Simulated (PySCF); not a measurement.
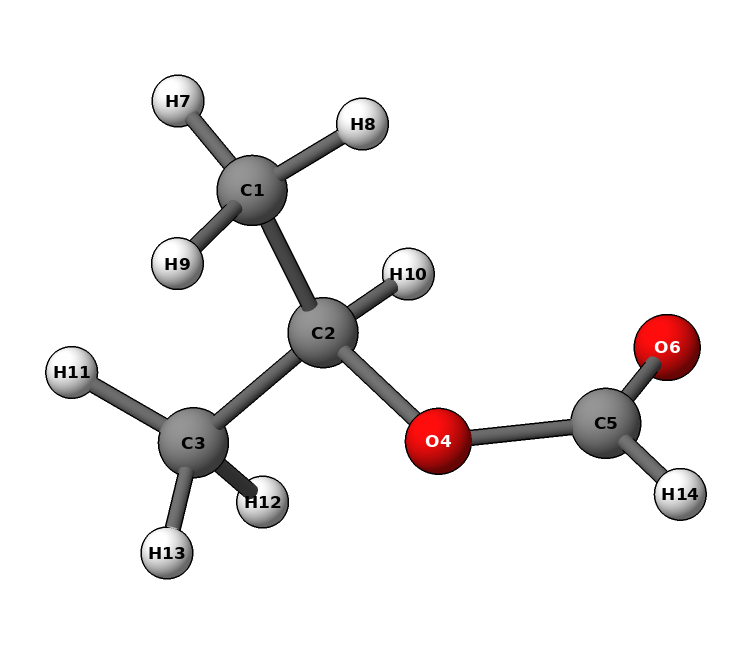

The questions are on isotropic NMR shieldings of the H atoms. Geometry: a frame of a GFN2-xTB molecular-dynamics simulation, not a minimum. Properties computed with GIAO PBE0/pcSseg-1 NMR shielding, non-relativistic, gas phase (PySCF 2.14.0).

> Which H atom is the most shielded (lowest chemical shift)?

H13 (30.81 ppm).

> Which H atom is the least shielded (highest chemical shift)?

H14 (23.58 ppm).

> How wide is the range of H shifts?

7.23 ppm.

Give the isotropic NMR shieldings of the H atoms atom by atom.

```json
{"atom": "H7", "σ (ppm)": "30.06"}
{"atom": "H8", "σ (ppm)": "29.25"}
{"atom": "H9", "σ (ppm)": "27.50"}
{"atom": "H10", "σ (ppm)": "26.16"}
{"atom": "H11", "σ (ppm)": "29.49"}
{"atom": "H12", "σ (ppm)": "28.31"}
{"atom": "H13", "σ (ppm)": "30.81"}
{"atom": "H14", "σ (ppm)": "23.58"}
```
